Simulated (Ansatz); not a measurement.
## What a change does: single-point calculation on InH5O

System: InH5O.
Method of the first run: RHF-CCSD(T), frozen core/def2-TZVPP (Ansatz 0.2.0).

The geometry: displaced from a GFN2-xTB structure. Text and figures count atoms from 1; the logs count them from 0 in places.

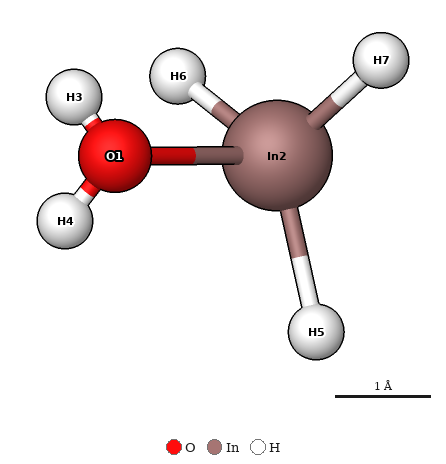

**Figure 1.** The structure as given in the input (ball-and-stick view, seen at a tilt; atoms are numbered from 1 in the order of the input). Sticks mark near contacts. Bond lengths as drawn: H–In 1.62 to 1.90 Å, H–O 0.77 to 0.87 Å and In–O 2.36 Å.

**Input, the first run**
```yaml
crystal:
  periodic: [false, false, false]
  atoms:
    - {symbol: O, position_ang: [-0.187900, -1.421200, 0.022400]}
    - {symbol: In, position_ang: [0.075800, 0.909800, -0.200000]}
    - {symbol: H, position_ang: [-0.187400, -1.575400, 0.773000]}
    - {symbol: H, position_ang: [-0.972200, -1.667500, -0.269200]}
    - {symbol: H, position_ang: [-0.662700, 1.079100, -1.945800]}
    - {symbol: H, position_ang: [-0.602800, 0.994300, 1.264400]}
    - {symbol: H, position_ang: [1.738800, 1.001300, -0.115600]}
basis:
  gaussian: {orbitals: def2-TZVPP}
correlation: {method: ccsd_t}
output: {forces: true}
```

Hardware: 4 CPU threads, shared host.

**Output (the first run)**
```
Functional definition: HF
  exchange = exact_x
  correlation = 0
1058 factors; integrals over basis functions are off by at most 1.4e-3 eV
mean field evaluation 1: about -7261.0888 eV, gradient 3.5e1 eV
mean field evaluation 2: about -7261.1345 eV, gradient 3.4e1 eV
mean field evaluation 4: about -7263.1619 eV, gradient 2.2e0 eV
mean field evaluation 8: about -7263.1815 eV, gradient 8.4e-2 eV
mean field evaluation 16: about -7262.6471 eV, gradient 1.8e1 eV
mean field -7263.18155727 eV, -266.9169990684 hartree, gradient 6.0e-7 eV, S^2 0.000000; 0 other end points of the search recorded, 0 dependent functions left out
5 core orbitals not correlated: weight in the atoms' cores, before any rotation towards them, 1.000 or more for the frozen orbitals, at most 0.000 for the correlated occupied ones
reference -7263.18155727 eV, -266.9169990684 hartree; 12, 12 occupied and 134, 134 virtual orbitals, 1058 factors
second order -15.31063657 eV of doubles, -0.00000000 eV of singles
cycle   1  -15.40570435 eV  change   -9.5e-2 eV  update   8.5e-2
cycle   2  -15.78969782 eV  change   -3.8e-1 eV  update   2.5e-2
cycle   3  -15.83973225 eV  change   -5.0e-2 eV  update   1.1e-2
cycle   4  -15.83162924 eV  change    8.1e-3 eV  update   2.8e-3
cycle   5  -15.83060555 eV  change    1.0e-3 eV  update   1.0e-3
cycle   6  -15.83076592 eV  change   -1.6e-4 eV  update   2.8e-4
cycle   7  -15.83066767 eV  change    9.8e-5 eV  update   1.0e-4
cycle   8  -15.83065121 eV  change    1.6e-5 eV  update   3.1e-5
cycle   9  -15.83066460 eV  change   -1.3e-5 eV  update   1.2e-5
cycle  10  -15.83066482 eV  change   -2.2e-7 eV  update   4.6e-6
perturbative correction -0.40218396 eV, -0.0147799879 hartree
the calculation of the forces begins
Total energy: -7279.41440605 eV, -267.5135452579 hartree
Atom 0 at    -0.187900    -1.421200     0.022400 Å, force     4.971791     5.466638   -18.135307 eV/Å
Atom 1 at     0.075800     0.909800    -0.200000 Å, force    -0.197948     0.239790    -2.725877 eV/Å
Atom 2 at    -0.187400    -1.575400     0.773000 Å, force     0.514368    -4.131458    20.633280 eV/Å
Atom 3 at    -0.972200    -1.667500    -0.269200 Å, force    -5.528648    -1.731428    -2.573544 eV/Å
Atom 4 at    -0.662700     1.079100    -1.945800 Å, force     0.424753    -0.155311     1.553865 eV/Å
Atom 5 at    -0.602800     0.994300     1.264400 Å, force    -1.057178     0.277446     1.367905 eV/Å
Atom 6 at     1.738800     1.001300    -0.115600 Å, force     0.872863     0.034323    -0.120321 eV/Å
Dipole moment:    -0.356197    -0.583728     0.276013 e Å
```

The input of the second run differs as follows (lines with − go, lines with + come):
```diff
-correlation: {method: ccsd_t}
+hamiltonian: {xc: pbe, dispersion: d4}
```

How does the second run compare with the first run?

The total energies belong to different models, so their difference says nothing on which is more stable or more accurate. The largest force goes from 21.049 to 21.474 eV/Å. The dipole moment goes from 3.54 to 3.58 D.

**Output (the second run)**
```
Functional definition: PBE
  parameter kappa = 0.804
  parameter beta = 0.06672455060314922
  exchange = pbe_x(kappa = kappa, mu = beta*pi^2/3)
  correlation = pbe_c(beta = beta)
834 factors; their error is unknown
mean field evaluation 1: about -7290.5527 eV, gradient 6.8e1 eV
mean field evaluation 2: about -7271.7153 eV, gradient 1.2e2 eV
mean field evaluation 4: about -7297.8412 eV, gradient 5.1e0 eV
mean field evaluation 8: about -7297.8853 eV, gradient 2.4e-1 eV
mean field evaluation 16: about -7297.8854 eV, gradient 1.6e-5 eV
mean field -7297.88541813 eV, -268.1923424320 hartree, gradient 1.6e-5 eV, S^2 0.000000; 0 other end points of the search recorded, 0 dependent functions left out
the calculation of the forces begins
reference -7297.88547869 eV, -268.1923446574 hartree; 17, 17 occupied and 134, 134 virtual orbitals, 834 factors
Total energy: -7297.96974166 eV, -268.1954412644 hartree
Atom 0 at    -0.187900    -1.421200     0.022400 Å, force     5.335614     5.435629   -18.324427 eV/Å
Atom 1 at     0.075800     0.909800    -0.200000 Å, force    -0.247622     0.403970    -2.690286 eV/Å
Atom 2 at    -0.187400    -1.575400     0.773000 Å, force     0.569030    -4.169680    21.057771 eV/Å
Atom 3 at    -0.972200    -1.667500    -0.269200 Å, force    -5.961457    -1.829334    -2.786570 eV/Å
Atom 4 at    -0.662700     1.079100    -1.945800 Å, force     0.355286    -0.140769     1.339051 eV/Å
Atom 5 at    -0.602800     0.994300     1.264400 Å, force    -1.104963     0.259722     1.517492 eV/Å
Atom 6 at     1.738800     1.001300    -0.115600 Å, force     1.054111     0.040462    -0.113032 eV/Å
Dipole moment:    -0.344808    -0.599086     0.277923 e Å
```

**The two runs side by side**

```tsv
quantity	the first run	the second run
outcome	converged	converged
total energy (hartree)	−267.513545	−268.195441
dipole moment (D)	3.54	3.58
largest force (eV/Å)	21.049	21.474
basis functions	151	151
wall time (shared host)	66 s	0.75 s
```
